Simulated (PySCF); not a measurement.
## A study: C$_{4}$H$_{8}$Al, charge +1, SMILES `C=C[C+](C)[AlH2]`

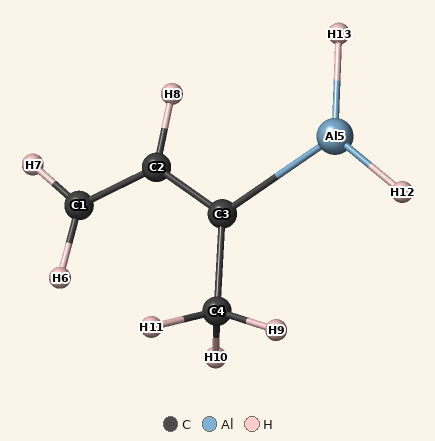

The molecule, with its atoms numbered as below. No frequency check shows the geometry to be a minimum.

Coordinates in Å:

```
C1      -2.3890    0.5676    0.0004
C2      -1.0502    0.7764    0.0001
C3      -0.0432   -0.2226   -0.0007
C4      -0.2912   -1.6500    0.0004
Al5      1.9410    0.4096    0.0000
H6      -2.8236   -0.4220    0.0006
H7      -3.0844    1.3938    0.0001
H8      -0.6755    1.8015   -0.0002
H9       0.6527   -2.2076    0.0027
H10     -0.8934   -1.9556   -0.8663
H11     -0.8991   -1.9555    0.8601
H12      2.9593   -0.7343    0.0030
H13      2.1730    1.9258   -0.0014
```

Part 1: Bonding charge

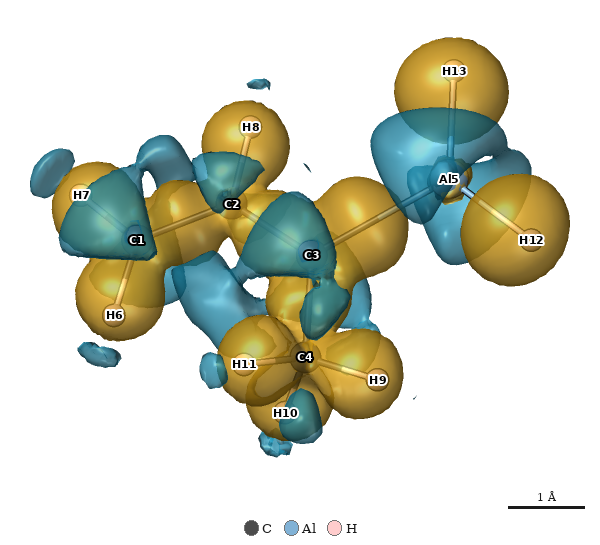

Deformation density (molecule less spherical, spin-averaged free atoms at the same positions), surfaces at ±0.06 e/Å³; yellow: gain, teal: loss.

PySCF calculation, PBE0/def2-TZVP, gas phase; geometry: GFN2-xTB.

**Describe the bonding that the map shows.**

The five largest and four smallest: C1–H7: +0.83 e/Å³ at the bond critical point (bond length 1.08 Å, Mayer order 0.9). C1–H6: +0.82 e/Å³ at the bond critical point (bond length 1.08 Å, Mayer order 0.9). C2–H8: +0.78 e/Å³ at the bond critical point (bond length 1.09 Å, Mayer order 0.9). C1–C2: +0.76 e/Å³ at the bond critical point (bond length 1.35 Å, Mayer order 1.6). C4–H9: +0.73 e/Å³ at the bond critical point (bond length 1.10 Å, Mayer order 0.9). C3–C4: +0.58 e/Å³ at the bond critical point (bond length 1.45 Å, Mayer order 1.1). Al5–H12: +0.21 e/Å³ at the bond critical point (bond length 1.53 Å, Mayer order 0.9). Al5–H13: +0.21 e/Å³ at the bond critical point (bond length 1.53 Å, Mayer order 0.9). C3–Al5: +0.11 e/Å³ at the bond critical point (bond length 2.08 Å, Mayer order 0.8). In all, 3.0 electrons gather in the regions of gain relative to the promolecule of neutral atoms (the regions of loss give up this much and the cation's charge besides). A small or negative value marks a very polar bond, one between electron-rich atoms, whose free-atom densities already overlap strongly, a long bond to a heavier atom, or a closed-shell contact such as a hydrogen bond.

Part 2: Electrostatic potential

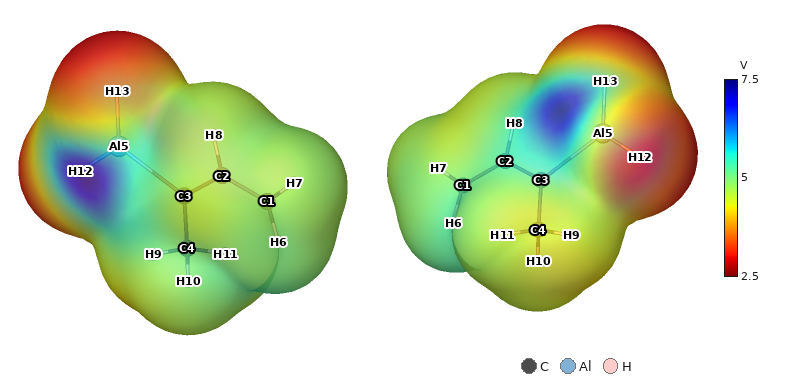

Electrostatic potential on the surface of electron density 0.001 a.u. (back view left, front view right).

**Where are the extremes of the potential on the surface?**

Highest: 7.33 V, over Al5, off the plane of its three bonds (1.8 Å), and at like points elsewhere. Further maxima include 5.37 V, about equally far (1.5 Å) from H6 and H10, and at like points elsewhere; 4.93 V, 1.4 Å from H7. Lowest: 2.85 V, 1.5 Å from H12. Further minima include 4.08 V, 1.4 Å from H9; 4.43 V, over C2, off the plane of its three bonds (2.0 Å), and at like points elsewhere. The surface is sampled at points, so like sites can differ by a few per cent and only the strongest of them is named.

Part 3: Removing or adding an electron

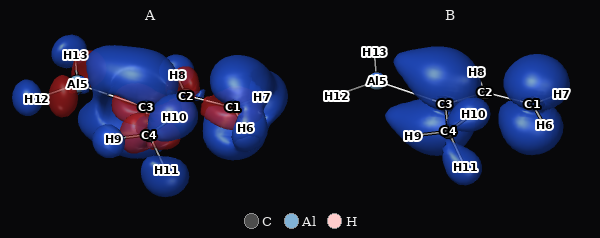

The Fukui function f⁺ from two separate SCF calculations and the density of the LUMO, at ±0.015 e/Å³ (blue positive, red negative).

Computed with PySCF, ωB97X/6-31+G*, geometry: GFN2-xTB.

**Which panel is which, and how good is the frozen-orbital picture?**

A is f⁺ (it has negative regions), B the LUMO density. The LUMO lies on C3 (35 %), C1 (27 %) and Al5 (11 %); f⁺ (Hirshfeld-condensed) is largest on C1 (0.20), C3 (0.20) and Al5 (0.15); the vertical electron affinity is 7.35 eV (the stability of the neutral species's solution wasn't checked). Relaxation shifts 28 % of the electron between atoms. The orbital energy is −7.06 eV.

Part 4: Localised orbitals

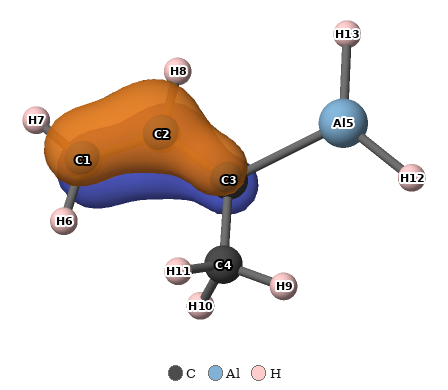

Intrinsic bond orbitals (IBO), occupied; each surface holds about 70 % of the orbital's density. Energies are diagonal elements of the Fock matrix.

Method: ωB97X/def2-SVPD; geometry: GFN2-xTB; program: PySCF.

**What does this orbital represent?**

Delocalised π orbital mainly over C2, C1 and C3 (C2 51 %, C1 31 %, C3 17 %; −16.9 eV).

**How do all the valence pairs divide up?**

13 pairs: 12 σ bonds and 1 delocalised π orbital.

The PySCF runs shown took 30 s, 3.5 min and 27 s on 1 thread of Arm Neoverse V2, with other jobs on the host.
